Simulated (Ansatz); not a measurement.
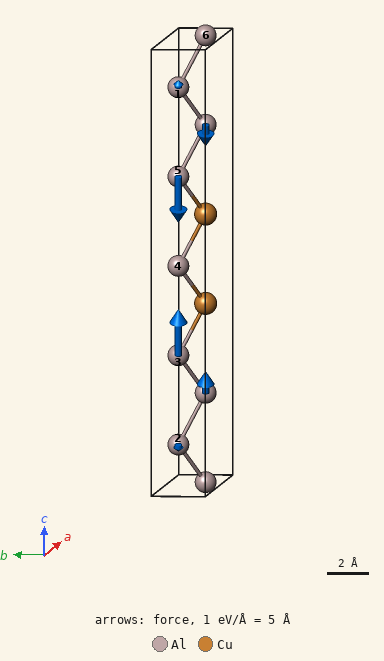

Starting geometry of crystalline Al4Cu (a generated structure, set up in P-6m2) (coarse preliminary run) with the computed forces as blue arrows. A ball-and-stick model of the cell of the calculation, seen from a free direction.

Method: DFT PBE, scalar-relativistic, plane waves, PAW in Ansatz. Set-up: plane-wave cutoff 420 eV; k-point mesh 6 × 6 × 1; occupations gaussian; smearing width 0.1 eV; no spin polarisation; cell and atoms relaxed; force threshold 0.04 eV/Å; at most 70 steps.

### Is this structure relaxed? If not, where do the atoms go?

It isn't relaxed: the largest force vector, on Al atoms, is 0.51 eV/Å. The final displacements follow the starting forces only in part (cosine between the two patterns 0.82). The energy falls by 153 meV per atom in 6 accepted moves (7 points after the start). Largest force component: 0.51 eV/Å at the start, 0.036 eV/Å at the end. Pressure: 5.33 GPa at the start and −0.02 GPa at the end. At 1 point the geometry stayed and the basis and grid were re-selected for the new cell (energy shift of 1.6 meV per atom at most each time). The largest moves relative to the cell, 0.42 Å, are those of Al atoms. By element the largest moves are Al 0.42 Å, Cu 0.22 Å. Cell: a = b 2.652 → 2.860 Å (+7.8 %), c 24.715 → 22.023 Å (−10.9 %). Volume +3.6 %. Among the contacts that change: Al–Cu 2.907 → 2.578 Å, Al–Cu 2.907 → 2.600 Å, Al–Al 2.652 → 2.860 Å, Cu–Cu 2.652 → 2.860 Å. The space group stays P-6m2 (No. 187). Cost: 58 s on 1 thread of Intel(R) Xeon(R) Processor @ 2.70GHz, with other jobs on the host, peak memory 0.4 GiB.

Limits of the set-up: the k-point mesh is coarse for a cell with partly filled bands.
